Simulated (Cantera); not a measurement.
A closed system holds: 1 mol HgO, a varied amount of H2, held at 1098 K and 16000 Pa.

These are equilibrium values from Cantera (NASA tables, ideal gas, pure condensed phases), not measurements of a reactor. Candidate condensed phases: H2O, Hg, HgO; 10 gas species. Rates play no part.

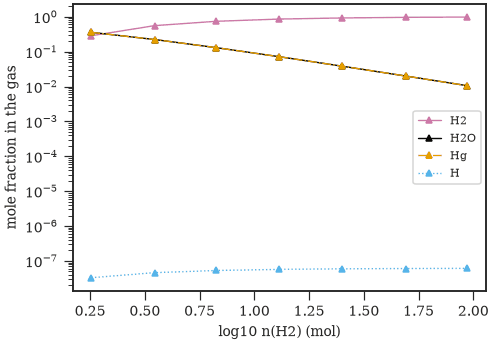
Figure: Equilibrium gas composition (values under 1e-9 drawn at 1e-9)

Problem. Read off the mole fractions at 1.8 mol H2.

Solution. H2O about 0.36, Hg about 0.36, H2 about 0.29, H about 3.3e-8.
